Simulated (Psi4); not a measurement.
**DSD-PBEP86/def2-SVP (density fitting for correlation) run of C2F3N (trifluoromethylisocyanide)**

What is the vertical ionisation energy of C2F3N (trifluoromethylisocyanide) at DSD-PBEP86/def2-SVP (density fitting for correlation)? 

Program for the calculation: Psi4 1.11.

**1. The system as given**

The species is C2F3N (6 atoms), meant as a singlet with charge 0. As SMILES, `[C-]#[N+]C(F)(F)F`. The coordinates come from a PBE0-D4/def2-TZVP relaxation.

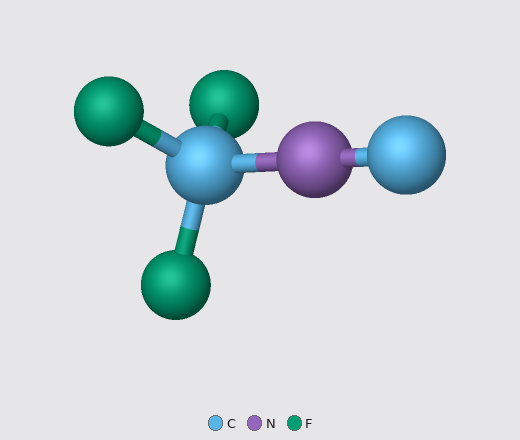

The structure, seen from a chosen angle (carbon blue, nitrogen purple, fluorine teal).

**2. A single-point energy at DSD-PBEP86/def2-SVP (density fitting for correlation)**

Input file calc.in:

```
memory 2.2 GB

molecule m {
  0 1
  C      0.847870    -1.738560     0.906050
  N      0.383970    -0.786810     0.410270
  C     -0.172600     0.353950    -0.184440
  F     -1.291150     0.037040    -0.816420
  F      0.677790     0.873500    -1.054990
  F     -0.445880     1.260880     0.739530
  units angstrom
  symmetry c1
  no_reorient
  no_com
}

set {
  basis def2-SVP
  puream true
  e_convergence 1e-09
  d_convergence 1e-08
  scf_type pk
  dft_radial_points 99
  dft_spherical_points 590
  num_frozen_docc 6
}

result, w = energy("dsd-pbep86", return_wfn=True)
```

On the command line:

```sh
$ psi4 calc.in calc.out -n 1
```

calc.out:

```text
[...]
  Running in c1 symmetry.
[...]
  Nuclear repulsion =  237.787180612646182
[...]
  Multiplicity = 1
[...]
  Nalpha       = 23
  Nbeta        = 23
[...]
    Number of basis functions: 84
[...]
   @RKS iter   1:  -428.76185745512203   -5.30232e-01   6.54635e-03 ADIIS/DIIS
[...]
   @RKS iter  11:  -428.87638739703186   -1.13687e-13   1.50768e-09 DIIS
[...]
    Orbital Energies [Eh]
    ---------------------
    Doubly Occupied:
       1A    -25.810783     2A    -25.810752     3A    -25.810745
       4A    -15.215244     5A    -11.225030     6A    -10.975221
       7A     -1.630026     8A     -1.525010     9A     -1.525005
      10A     -1.216545    11A     -0.979830    12A     -0.854735
      13A     -0.804606    14A     -0.804604    15A     -0.674900
      16A     -0.674892    17A     -0.642615    18A     -0.632085
      19A     -0.632083    20A     -0.608912    21A     -0.518447
      22A     -0.518441    23A     -0.465293
[...]
  @RKS Final Energy:  -428.87638739703186
   => Energetics <=
    Nuclear Repulsion Energy =            237.7871806126461820
    One-Electron Energy =               -1064.2596338395026123
    Two-Electron Energy =                 411.5333311483924490
    DFT Exchange-Correlation Energy =     -13.9372653185678406
    Empirical Dispersion Energy =           0.0000000000000000
    VV10 Nonlocal Energy =                  0.0000000000000000
    Total Energy =                       -428.8763873970318627
[...]
 Multipole Moments:
 ------------------------------------------------------------------------------------
     Multipole            Electronic (a.u.)      Nuclear  (a.u.)        Total (a.u.)
 ------------------------------------------------------------------------------------
 L = 1.  Multiply by 2.5417464519 to convert [e a0] to [Debye]
 Dipole X            :          5.1703004           -5.2794224           -0.1091219
 Dipole Y            :        -10.5994011           10.8233119            0.2239108
 Dipole Z            :          5.5249369           -5.6415317           -0.1165948
 Magnitude           :                                                    0.2750237
[...]
```

Wall time 12 s (1 thread of Intel Xeon Platinum 8375C at 2.90GHz (Ice Lake), shared host); peak memory 0.99 GiB.

**3. The doublet cation, same level**

Input file job.in:

```
memory 2200 MB

molecule {
  1 2
  C      1.60224209    -3.28540225     1.71218636
  N      0.72559814    -1.48685541     0.77529794
  C     -0.32616673     0.66886856    -0.34854109
  F     -2.43991989     0.06999546    -1.54281020
  F      1.28083747     1.65067577    -1.99364216
  F     -0.84259108     2.38271788     1.39750916
  units bohr
  symmetry c1
  no_reorient
  no_com
}

set {
  basis                def2-SVP
  reference            uks
  puream               true
  e_convergence        1e-09
  d_convergence        1e-08
  scf_type             pk
  dft_radial_points    99
  dft_spherical_points 590
  num_frozen_docc      6
  maxiter              100
}

energy("dsd-pbep86")
print_variables()
```

On the command line:

```sh
$ psi4 job.in job.out -n 1
```

job.out:

```text
[...]
  Running in c1 symmetry.
[...]
  Nuclear repulsion =  237.787180708941122
[...]
  Multiplicity = 2
[...]
  Nalpha       = 23
  Nbeta        = 22
[...]
    Number of basis functions: 84
[...]
   @UKS iter   1:  -428.25997494652842   -2.83492e-02   7.17365e-03 DIIS/ADIIS
[...]
   @UKS iter  15:  -428.42808275687611   -1.76215e-12   8.73598e-09 DIIS
[...]
   @S^2 Observed:                9.179945055E-01
[...]
    Orbital Energies [Eh]
    ---------------------
    Alpha Occupied:
       1A    -26.008624     2A    -26.008592     3A    -26.008590
       4A    -15.569660     5A    -11.446612     6A    -11.416318
       7A     -1.828605     8A     -1.719745     9A     -1.719741
      10A     -1.535421    11A     -1.264843    12A     -1.059387
      13A     -1.000451    14A     -1.000448    15A     -0.969962
      16A     -0.875177    17A     -0.875164    18A     -0.841126
      19A     -0.840922    20A     -0.840917    21A     -0.811988
      22A     -0.811987    23A     -0.798575
    Alpha Virtual:
      24A     -0.276951    25A     -0.276948    26A      0.010048
[...]
  @UKS Final Energy:  -428.42808275687611
   => Energetics <=
    Nuclear Repulsion Energy =            237.7871807089411220
    One-Electron Energy =               -1053.0074764458433947
    Two-Electron Energy =                 400.6203426158868979
    DFT Exchange-Correlation Energy =     -13.8281296358607371
    Empirical Dispersion Energy =           0.0000000000000000
    VV10 Nonlocal Energy =                  0.0000000000000000
    Total Energy =                       -428.4280827568761083
[...]
 Multipole Moments:
 ------------------------------------------------------------------------------------
     Multipole            Electronic (a.u.)      Nuclear  (a.u.)        Total (a.u.)
 ------------------------------------------------------------------------------------
 L = 1.  Multiply by 2.5417464519 to convert [e a0] to [Debye]
 Dipole X            :          6.4816709           -5.2794224            1.2022485
 Dipole Y            :        -13.2882903           10.8233120           -2.4649783
 Dipole Z            :          6.9262827           -5.6415316            1.2847511
 Magnitude           :                                                    3.0285483
[...]
```

It took 20 s on 1 thread of Intel Xeon Platinum 8375C at 2.90GHz (Ice Lake), shared host; peak memory 0.99 GiB.

**4. What came out**

Level: DSD-PBEP86/def2-SVP (density fitting for correlation), 6 core orbitals frozen.

| quantity | value |
| --- | --- |
| singlet C2F3N: total energy | -429.36458 Eh |
| singlet C2F3N: HOMO energy (SCF part's orbitals) | -12.66 eV |
| singlet C2F3N: LUMO energy (SCF part's orbitals) | 1.92 eV |
| singlet C2F3N: HOMO–LUMO gap (SCF part's orbitals) | 14.58 eV |
| doublet cation: total energy | -428.90483 Eh |
| doublet cation: HOMO energy (SCF part's orbitals) (highest over α and β) | -21.73 eV |
| doublet cation: LUMO energy (SCF part's orbitals) (lowest over α and β) | -11.57 eV |
| doublet cation: ⟨S²⟩ | 0.918 |
| vertical ionisation energy (to the doublet cation) | 12.510 eV |

In words: The vertical ionisation energy comes to 12.51 eV (1207 kJ/mol). −ε(HOMO) before ionisation, 12.66 eV, is 0.15 eV above this ionisation energy. ⟨S²⟩ (doublet cation) is 0.92 where a pure doublet has 0.75: the reference is spin-contaminated.
